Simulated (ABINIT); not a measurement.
## CdH2 (P-3m1): modes at Γ and the response to a field

Which modes does CdH2 (P-3m1) have at the zone centre?

Calculated with ABINIT 10.8.3; DFT PBE, scalar-relativistic, plane waves, PseudoDojo norm-conserving pseudopotentials.

The structure was built from a prototype and need not be the compound's stable phase.

### 1. The structure

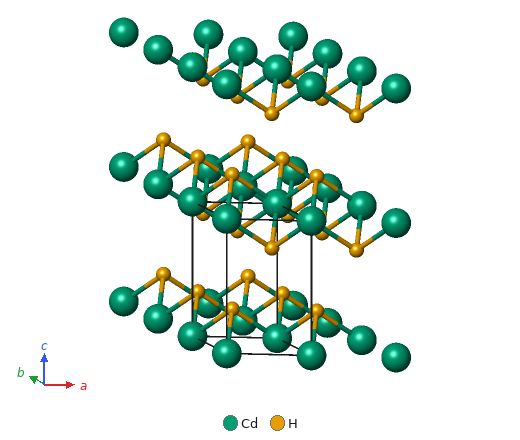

Start, viewed slightly off an axis; cadmium teal, hydrogen orange. 2×3×2 cells are drawn. Bonds to atoms that aren't drawn are left out. Some periodic images of atoms are drawn too.

As a file:

```cif
data_structure
_symmetry_space_group_name_H-M 'P-3m1'
_symmetry_Int_Tables_number 164
_cell_length_a 3.4075
_cell_length_b 3.4075
_cell_length_c 5.5202
_cell_angle_alpha 90.000
_cell_angle_beta 90.000
_cell_angle_gamma 120.000
_cell_volume 55.51
loop_
_atom_site_label
_atom_site_type_symbol
_atom_site_symmetry_multiplicity
_atom_site_Wyckoff_symbol
_atom_site_fract_x
_atom_site_fract_y
_atom_site_fract_z
_atom_site_occupancy
Cd1 Cd 1 a 0.00000 0.00000 0.00000 1
H1 H 2 d 0.33333 0.66667 0.25000 1
```

### 2. A probe with smearing

A first run with smearing and empty bands tells whether the crystal has a gap, which decides between fixed occupations and smearing later on.

probe.abi reads:

```
# ground state
tolvrs 1.0d-08
prtden 1
prtwf 1

# basis, mesh and filling
ecut 47.0
ngkpt 6 6 4
nshiftk 1
shiftk 0.0 0.0 0.0
istwfk *1
occopt 7
tsmear 0.005
nband 18
nstep 100
diemac 9.0
prtebands 0
prtgsr 0
useylm 1

# cell and atoms
acell 6.439240064 6.439240064 10.43157167
rprim 
    1.0 0.0 0.0
    -0.5 0.8660254038 0.0
    0.0 0.0 1.0
ntypat 2
znucl 48 1
natom 3
typat 1 2 2
xred 
    0.0 0.0 0.0
    1/3 2/3 0.25
    2/3 1/3 0.75
pp_dirpath "./pseudo"
pseudos "Cd.upf, H.upf"
```

Command:

```
$ OMP_NUM_THREADS=1 mpirun -n 4 abinit probe.abi > probe.log
```

Numbers of over 12 decimals in the logs are rounded to 6 here.

probe.abo, the main output file:

```text
[banners, grids, parts of the stress and lines that vanish by symmetry left out]
- input  file    -> probe.abi
- output file    -> probe.abo
- root for input  files -> probei
[...]
Symmetries : space group P-3 m 1 (#164); Bravais hP (primitive hexag.)
[...]
mpw =        5788          nfft =      115200          nkpt =          24
[...]
== DATASET  1 ==================================================================
[...]
cutoff_energies: {ecut:  47.0, pawecutdg:  -1.0, }
[...]
ETOT  1  -175.36014688742    -1.754E+02 2.221E+00 2.157E+03
 ETOT  2  -176.14561380620    -7.855E-01 7.425E-02 2.299E+03
 ETOT  3  -176.41585948814    -2.702E-01 6.014E-03 1.363E+02
 ETOT  4  -176.42661826466    -1.076E-02 9.610E-04 2.057E+01
 ETOT  5  -176.42865130064    -2.033E-03 1.033E-04 1.146E+00
[...]
ETOT 10  -176.42878804019    -4.899E-10 4.933E-05 3.751E-08
 ETOT 11  -176.42878804020    -1.148E-11 7.225E-05 1.397E-09
 At SCF step   11       vres2   =  1.40E-09 < tolvrs=  1.00E-08 =>converged.
[...]
sigma(1 1)=  3.02390683E-04  sigma(3 2)=  0.00000000E+00
  sigma(2 2)=  3.02390683E-04  sigma(3 1)=  0.00000000E+00
  sigma(3 3)=  3.13970988E-04  sigma(2 1)=  0.00000000E+00
[...]
convergence: {deltae: -1.148E-11, res2:  1.397E-09, residm:  7.225E-05, diffor: null, }
etotal    :  -1.76428788E+02
[...]
sigma(1 1)=  3.02390683E-04  sigma(3 2)=  0.00000000E+00
  sigma(2 2)=  3.02390683E-04  sigma(3 1)=  0.00000000E+00
  sigma(3 3)=  3.13970988E-04  sigma(2 1)=  0.00000000E+00
[...]
- sigma(1 1)=  8.89664106E+00  sigma(3 2)=  0.00000000E+00
- sigma(2 2)=  8.89664105E+00  sigma(3 1)=  0.00000000E+00
- sigma(3 3)=  9.23734539E+00  sigma(2 1)=  0.00000000E+00
[...]
fcart     -0.0000000000E+00  6.4380244830E-29 -0.0000000000E+00
           strten      3.0239068323E-04  3.0239068309E-04  3.1397098813E-04
================================================================================

[key lines of the parts left out:]
pressure_GPa:  -9.0102E+00
```

The job ended after 23 s (4 MPI ranks of Arm Neoverse V1, shared host).

Read from the output:

| Property | Result |
| --- | --- |
| volume per atom | 18.50 Å³ |
| pressure | -9.010 GPa |
| gap on the k-mesh | 1.458 eV |

A gap of 1.5 eV opens on this mesh, so the crystal is taken as an insulator; the printed pressure holds the stress of the finite basis too.

### 3. Rough relaxation

The typed start is rough, so a first relaxation with smearing and loose thresholds takes it towards rest cheaply.

prerelax.abi reads:

```
# relaxation
ionmov 2
optcell 2
dilatmx 1.15
chkdilatmx 0
ntime 40
tolmxf 3.0d-04
tolvrs 1.0d-10
prtwf 0
prtden 0
chksymtnons 0

# basis, mesh and filling
ecut 46.0
ecutsm 3.0
ngkpt 6 6 4
nshiftk 1
shiftk 0.0 0.0 0.0
istwfk *1
occopt 7
tsmear 0.005
nband 18
nstep 100
diemac 9.0
prtebands 0
prtgsr 0
useylm 1

# cell and atoms
acell 6.439240064 6.439240064 10.43157167
rprim 
    1.0 0.0 0.0
    -0.5 0.8660254038 0.0
    0.0 0.0 1.0
ntypat 2
znucl 48 1
natom 3
typat 1 2 2
xred 
    0.0 0.0 0.0
    1/3 2/3 0.25
    2/3 1/3 0.75
pp_dirpath "./pseudo"
pseudos "Cd.upf, H.upf"
```

Command:

```
$ OMP_NUM_THREADS=1 mpirun -n 4 abinit prerelax.abi > prerelax.log
```

prerelax.abo, the main output file:

```text
[banners, grids, parts of the stress and lines that vanish by symmetry left out]
- input  file    -> prerelax.abi
- output file    -> prerelax.abo
- root for input  files -> prerelaxi
[...]
Symmetries : space group P-3 m 1 (#164); Bravais hP (primitive hexag.)
[...]
mpw =        8569          nfft =      172800          nkpt =          24
[...]
== DATASET  1 ==================================================================
[...]
cutoff_energies: {ecut:  46.0, pawecutdg:  -1.0, }
[...]
ETOT  1  -175.22617353411    -1.752E+02 2.132E+00 3.877E+03
 ETOT  2  -176.05114367472    -8.250E-01 1.814E-02 4.656E+03
 ETOT  3  -176.40842374076    -3.573E-01 6.223E-03 2.989E+02
 ETOT  4  -176.42516612374    -1.674E-02 1.249E-03 4.445E+01
 ETOT  5  -176.42822345080    -3.057E-03 3.016E-04 2.809E-01
[...]
At SCF step   13       vres2   =  1.82E-12 < tolvrs=  1.00E-10 =>converged.
[...]
ETOT  9  -176.45491572838     6.111E-12 7.249E-08 5.223E-11
 At SCF step    9       vres2   =  5.22E-11 < tolvrs=  1.00E-10 =>converged.
[...]
sigma(1 1)=  1.45118794E-06  sigma(3 2)=  0.00000000E+00
  sigma(2 2)=  1.45118776E-06  sigma(3 1)=  0.00000000E+00
  sigma(3 3)=  1.34724270E-06  sigma(2 1)=  0.00000000E+00
[...]
convergence: {deltae:  6.111E-12, res2:  5.223E-11, residm:  7.249E-08, diffor: null, }
etotal    :  -1.76454916E+02
[...]
At Broyd/MD step  19, gradients are converged :
[...]
sigma(1 1)=  1.45118794E-06  sigma(3 2)=  0.00000000E+00
  sigma(2 2)=  1.45118776E-06  sigma(3 1)=  0.00000000E+00
  sigma(3 3)=  1.34724270E-06  sigma(2 1)=  0.00000000E+00
[...]
- sigma(1 1)=  4.26954232E-02  sigma(3 2)=  0.00000000E+00
- sigma(2 2)=  4.26954179E-02  sigma(3 1)=  0.00000000E+00
- sigma(3 3)=  3.96372486E-02  sigma(2 1)=  0.00000000E+00
[...]
fcart     -8.9797135407E-29 -5.1844400299E-29 -0.0000000000E+00
           strten      1.4511879392E-06  1.4511877575E-06  1.3472426975E-06
================================================================================

[key lines of the parts left out:]
pressure_GPa:  -4.1676E-02
Total energy (etotal) [Ha]= -1.76454915728376E+02
```

Run time: 9 min. Hardware: 4 MPI ranks; 36 min of CPU time.

The steps of the relaxation:

```tsv
step	energy less that of the first step (eV)	largest force (eV/Å)	volume (Å³)
1	0.0000	1.1116	55.51
2	-0.1030	1.0670	54.04
3	-0.2519	0.8789	33.50
4	-0.6382	0.5218	44.13
5	-0.6861	0.2976	41.72
6	-0.6927	0.1866	40.78
7	-0.6962	0.1563	40.65
8	-0.7156	0.0139	40.49
9	-0.7201	0.0014	40.85
10	-0.7207	0.0135	41.13
11	-0.7208	0.0216	41.21
12	-0.7208	0.0265	41.26
13	-0.7209	0.0344	41.36
14	-0.7211	0.0457	41.58
15	-0.7216	0.0606	42.08
16	-0.7224	0.0740	43.13
17	-0.7241	0.0651	45.09
18	-0.7257	0.0069	47.84
19	-0.7257	0.0040	47.78
```

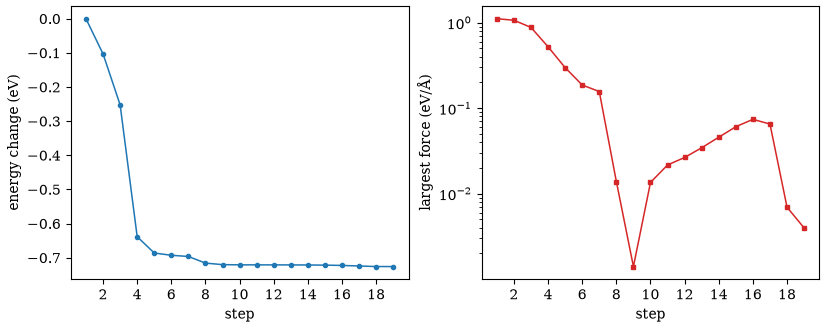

Energy and largest force along the relaxation.

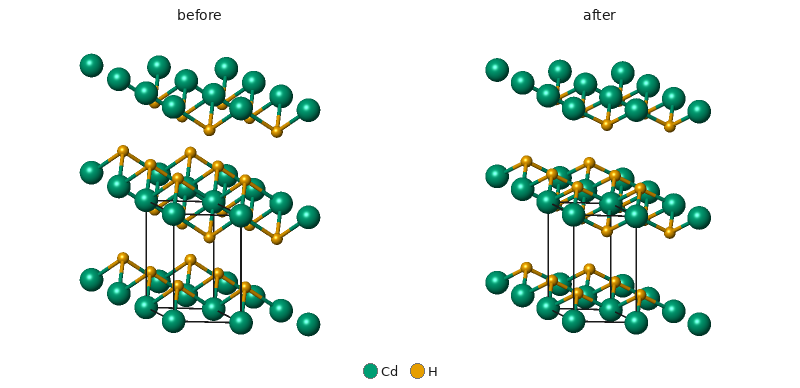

The structure before and after the relaxation, drawn at the same scale. Bonds to atoms that aren't drawn are left out.

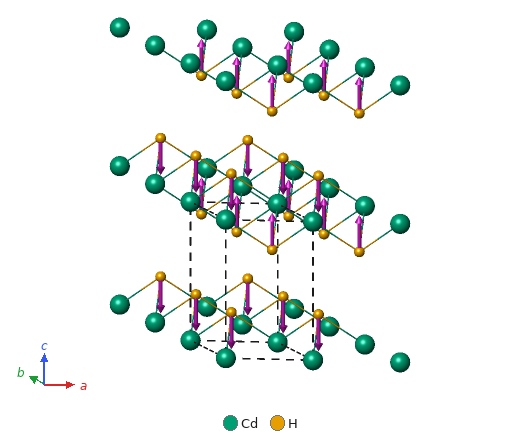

Displacements in the relaxation, exaggerated, measured against the changing cell; the longest in the cell stands for 0.35 Å. Bonds to atoms that aren't drawn are left out. 2×3×2 cells are drawn. Some periodic images of atoms are drawn too.

```tsv
conventional cell, symmetrised	before	after	change
a (Å)	3.407	3.174	-6.9 %
b (Å)	3.407	3.174	-6.9 %
c (Å)	5.520	5.478	-0.8 %
volume (Å³/atom)	18.50	15.93	-13.9 %
```

The atoms that moved most (Å, as changes of fractional coordinates times the final cell):

```tsv
atom	dx	dy	dz	length
H3	0.000	0.000	0.355	0.355
H2	0.000	0.000	-0.355	0.355
```

The relaxed structure:

```
Cd H
1.0
     3.17357    0.00000    0.00000
    -1.58678    2.74839    0.00000
     0.00000    0.00000    5.47764
Cd H
1 2
Cartesian
  0.0000 0.0000 0.0000
  0.0000 1.8323 1.0145
  1.5868 0.9161 4.4631
```

Numbers from this step:

```yaml
volume_per_atom: 15.93 Å³
pressure: -0.04168 GPa
gap_on_the_k_mesh: 1.946 eV
```

The volume changes by -13.9 % in this run and stands -13.9 % from the first cell.

### 4. Rough relaxation

The cell changed much, so the rough relaxation is repeated on a basis made for the new cell.

prerelax.abi, as its differences from that of step 3:

```diff
@@ -29,3 +29,3 @@
 # cell and atoms
-acell 6.439240064 6.439240064 10.43157167
+acell 5.997173988 5.997173988 10.35124271
 rprim 
@@ -40,4 +40,4 @@
     0.0 0.0 0.0
-    1/3 2/3 0.25
-    2/3 1/3 0.75
+    1/3 2/3 0.1852134155
+    2/3 1/3 0.8147865845
 pp_dirpath "./pseudo"
```

prerelax.abo, the main output file:

```text
[banners, grids, parts of the stress and lines that vanish by symmetry left out]
- input  file    -> prerelax.abi
- output file    -> prerelax.abo
- root for input  files -> prerelaxi
[...]
Symmetries : space group P-3 m 1 (#164); Bravais hP (primitive hexag.)
[...]
mpw =        7345          nfft =      151875          nkpt =          24
[...]
== DATASET  1 ==================================================================
[...]
cutoff_energies: {ecut:  46.0, pawecutdg:  -1.0, }
[...]
ETOT  1  -175.53045912702    -1.755E+02 2.827E+00 1.657E+03
 ETOT  2  -176.26251722975    -7.321E-01 2.755E-02 2.069E+03
 ETOT  3  -176.44588338720    -1.834E-01 2.987E-03 1.475E+02
 ETOT  4  -176.45251974213    -6.636E-03 3.955E-03 3.622E+01
 ETOT  5  -176.45488601759    -2.366E-03 1.069E-03 3.380E-01
[...]
ETOT 11  -176.45491579848     3.496E-12 1.045E-05 8.721E-10
 ETOT 12  -176.45491579848    -3.638E-12 8.023E-06 8.481E-12
 At SCF step   12       vres2   =  8.48E-12 < tolvrs=  1.00E-10 =>converged.
[...]
sigma(1 1)=  1.45048308E-06  sigma(3 2)=  0.00000000E+00
  sigma(2 2)=  1.45048290E-06  sigma(3 1)=  0.00000000E+00
  sigma(3 3)=  1.34800630E-06  sigma(2 1)=  0.00000000E+00
[...]
convergence: {deltae: -3.638E-12, res2:  8.481E-12, residm:  8.023E-06, diffor: null, }
etotal    :  -1.76454916E+02
[...]
At Broyd/MD step   1, gradients are converged :
[...]
sigma(1 1)=  1.45048308E-06  sigma(3 2)=  0.00000000E+00
  sigma(2 2)=  1.45048290E-06  sigma(3 1)=  0.00000000E+00
  sigma(3 3)=  1.34800630E-06  sigma(2 1)=  0.00000000E+00
[...]
- sigma(1 1)=  4.26746856E-02  sigma(3 2)=  0.00000000E+00
- sigma(2 2)=  4.26746802E-02  sigma(3 1)=  0.00000000E+00
- sigma(3 3)=  3.96597147E-02  sigma(2 1)=  0.00000000E+00
[...]
fcart      8.9797135402E-29 -1.7281466765E-29 -0.0000000000E+00
           strten      1.4504830811E-06  1.4504828993E-06  1.3480063036E-06
================================================================================

[key lines of the parts left out:]
pressure_GPa:  -4.1670E-02
Total energy (etotal) [Ha]= -1.76454915798481E+02
```

Run time: 34 s. Hardware: 4 MPI ranks.

Little changed from the start: no atom moved by 0.005 Å and no cell edge by 0.1 %.

Read from the output:

| Quantity | Value |
| --- | --- |
| pressure | -0.04167 GPa |

The volume changes by +0.0 % in this run and stands -13.9 % from the first cell.

[end of part 1 of 3]

[Host names and launcher messages were left out of these logs when they were recorded.]

[Logs are printed without paths, hosts, clocks, repeated set-up lines and the standing remarks that a program may print on its own settings, such as how far it seeks lower states.]

[Hosts, paths, dates, database ids (printed as entryN), source tags and the programs' standing remarks are cut or masked in the printed files.]
